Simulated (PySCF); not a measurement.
# Atomic calculation for Ir²⁺

- system: Ir²⁺, configuration 1s2 2s2 2p6 3s2 3p6 3d10 4s2 4p6 4d10 4f14 5s2 5p6 5d6 6s1, multiplicity 6.
- method: unrestricted BLYP, aug-cc-pwCVDZ-PP with ECP60, scalar-relativistic core potential (PySCF)

Log (extracts):
```
damping factor = 0
level_shift factor = 0
DIIS = <class 'pyscf.scf.diis.CDIIS'>
diis_start_cycle = 1
diis_space = 10
diis_damp = 0
SCF conv_tol = 1e-09
SCF conv_tol_grad = None
number electrons alpha = 10  beta = 5
XC functionals = BLYP
    A. D. Becke.,  Phys. Rev. A 38, 3098 (1988)
    C. Lee, W. Yang, and R. G. Parr.,  Phys. Rev. B 37, 785 (1988)
    B. Miehlich, A. Savin, H. Stoll, and H. Preuss.,  Chem. Phys. Lett. 157, 200 (1989)
cycle= 1 E= -103.343623770229  delta_E= -0.0085  |g|= 0.0141  |ddm|= 0.273
cycle= 2 E= -103.343669340385  delta_E= -4.56e-05  |g|= 0.00468  |ddm|= 0.0142
cycle= 3 E= -103.34367523801  delta_E= -5.9e-06  |g|= 0.00163  |ddm|= 0.00556
cycle= 4 E= -103.343675996574  delta_E= -7.59e-07  |g|= 5.88e-05  |ddm|= 0.00166
cycle= 5 E= -103.34367599777  delta_E= -1.2e-09  |g|= 5.99e-06  |ddm|= 6.68e-05
cycle= 6 E= -103.343675997783  delta_E= -1.3e-11  |g|= 6.31e-08  |ddm|= 5.92e-06
converged SCF energy = -103.343675997783  <S^2> = 8.7505207  2S+1 = 6.0001736
```

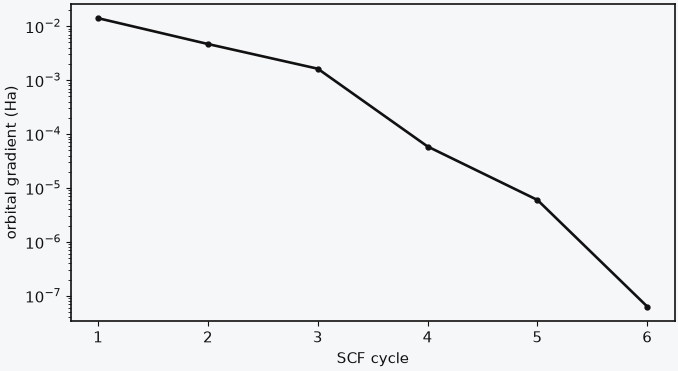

Fig. 1: Convergence: orbital gradient against the SCF cycle. The residual falls at every step. It goes from 0.014 to 6.3×10⁻⁸ in 6 steps.

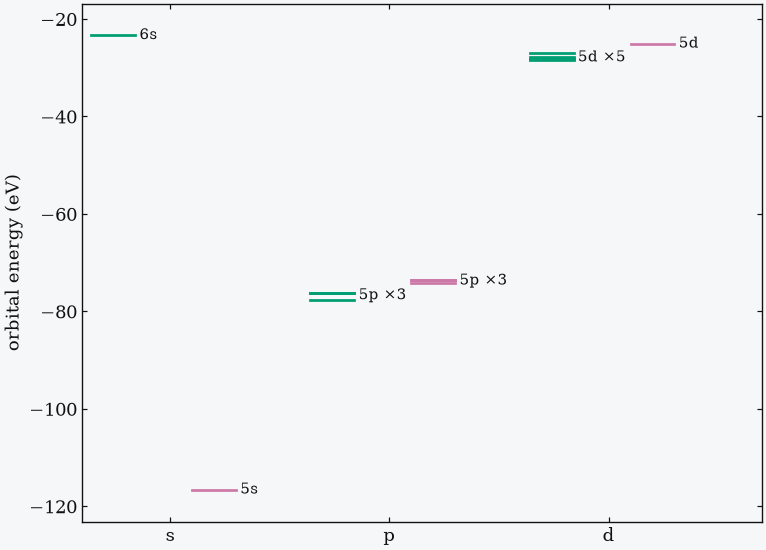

Fig. 2: Orbital energies of the mean field, from the top down to −116.6 eV, by angular momentum, α spin at the left of each column and β at the right; ×n counts the orbitals under one label. Empty levels that the record names by l alone aren't drawn. The highest filled orbital is 6s α at −23.4 eV, the lowest empty one d β at −25.1 eV.

Input file:
```python
from pyscf import gto, scf, dft, mp, cc
mol = gto.M(atom="Ir 0 0 0", charge=2, spin=5, symmetry="D2h",
            basis="aug-cc-pwCVDZ-PP",
            ecp="aug-cc-pwCVDZ-PP")
mf = dft.UKS(mol, xc="BLYP")
mf.irrep_nelec = {'Ag': (4, 1), 'B1g': (1, 1), 'B2g': (1, 0), 'B3g': (1, 0), 'B1u': (1, 1), 'B2u': (1, 1), 'B3u': (1, 1)}
mf.kernel()
```

The script is an equivalent of what the driver set up; the driver started from orbitals of its own, so the log can be shorter than this script's would be, and it computed the properties (radii, ⟨L²⟩, response) afterwards. It held the occupations shell by shell, which the script's counts by irreducible representation don't always enforce.

Key numbers:

| quantity | value |
| --- | --- |
| outcome | converged |
| total energy (valence electrons, under a core potential) | −103.343676 hartree |
| ⟨S²⟩ | 8.751 |
| ⟨L²⟩ | 6.01 |
| SCF iterations | 6 |
| hardware | 1 CPU thread, shared host |
| CPU time | 1.1 s (integrals apart) |

Notes:

This is not the ground configuration of the species.
